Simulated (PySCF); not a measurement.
C2H6Cl3FSi2, SMILES F[SiH2]CC[Si](Cl)(Cl)Cl, singlet at its PBE0/def2-SVP optimised geometry (Å):

```
14

Si     1.7272    -1.3709     0.0000
F      1.2186    -2.1077     1.3628
C      1.0461     0.3733     0.0000
C     -0.4796     0.4274     0.1407
Si    -1.1750     2.1527     0.1784
Cl    -0.7043     3.1457    -1.5598
Cl    -3.2172     2.1064     0.3749
Cl    -0.3861     3.2119     1.7530
H      3.2172    -1.3709     0.0000
H      1.1947    -2.1527    -1.1529
H      1.5298     0.9300     0.8217
H      1.3713     0.8670    -0.9336
H     -0.9821    -0.0993    -0.6900
H     -0.8099    -0.0748     1.0667
```

Calculation: PBE0/def2-TZVP (PySCF 2.14.0). Cells within 0.4 Å of a nucleus heavier than hydrogen are left out (blank, or x).

Map of the electron localisation function on the plane z = 1.5 Å:

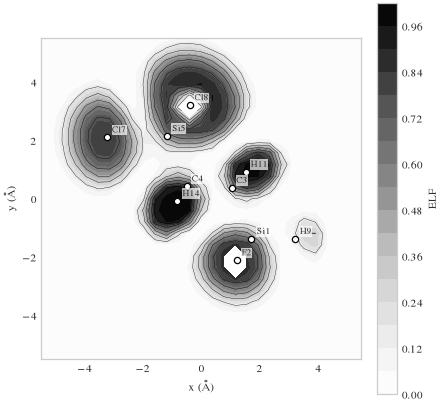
*Electron localisation function on the plane z = 1.5 Å.*
